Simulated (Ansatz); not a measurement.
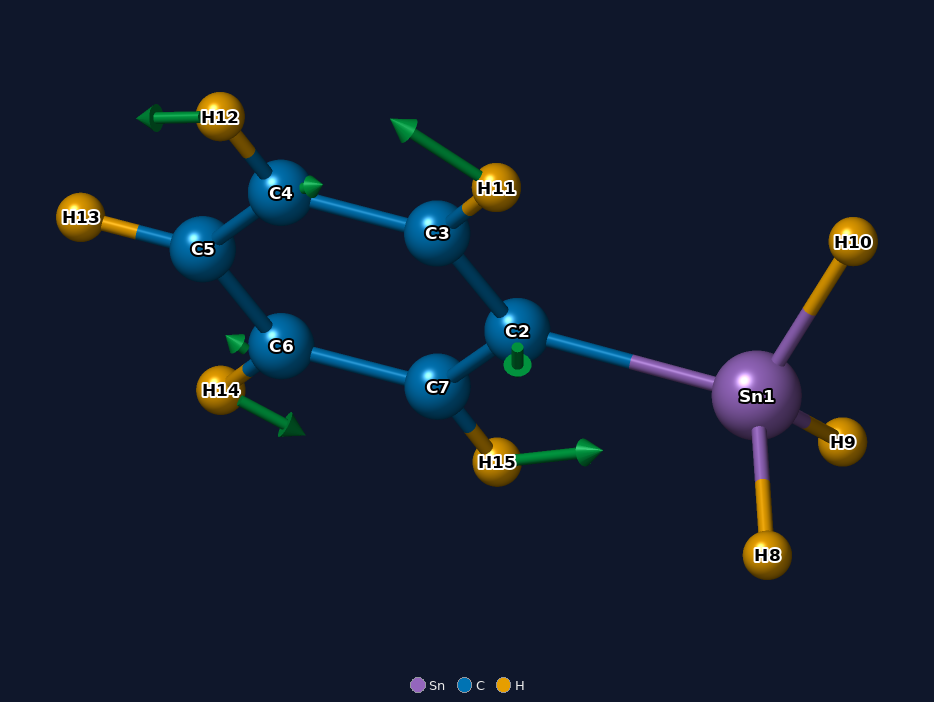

The arrows show one normal mode. Harmonic vibrations computed with RKS PBE0-D4/def2-TZVP, core potentials on Sn (Ansatz 0.2.0) at a stationary point of the same level.

### Estimate its harmonic wavenumber.

1332 cm⁻¹; it is mode 26 of 39 counted from the lowest.
